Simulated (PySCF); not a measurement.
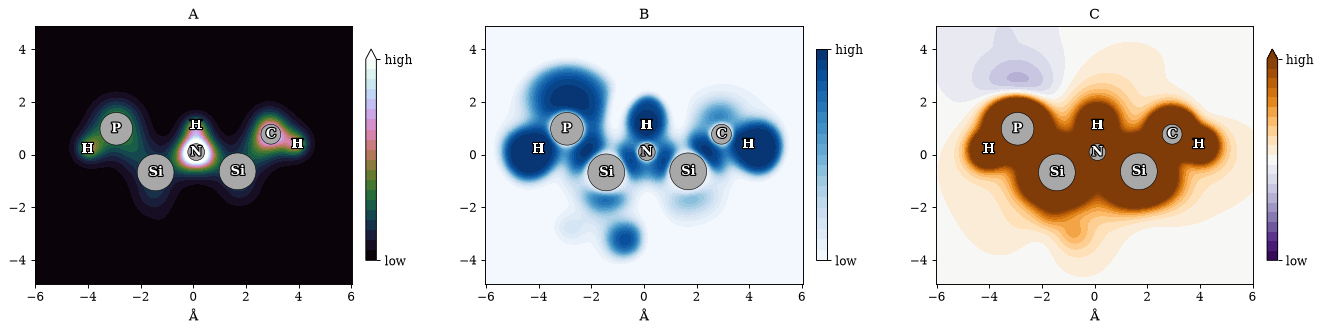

C$_{2}$H$_{12}$NPSi$_{2}$: 3 fields on the plane of atoms C1, Si2 and N3, with unlabelled colour scales. Grey discs cover the atomic cores.

Geometry: GFN2-xTB.

The calculation used PBE0/pcSseg-1, SCF density, gas phase, non-relativistic in PySCF.

The panels show electron density, electron localisation function and electrostatic potential in some order. Assign them.

Answer. Panel A: electron density. Panel B: electron localisation function. Panel C: electrostatic potential (strongly positive close to the atoms, with negative regions outside electron-rich atoms). From the grid: Si–N (1.73 Å): ρ at the midpoint is about 1.1 e/Å³; the ELF peaks at about 0.90 between the atoms, as expected for a polar covalent bond. C–Si (1.89 Å): ρ at the midpoint is about 0.93 e/Å³; the ELF peaks at about 0.95 between the atoms (a shared electron pair).
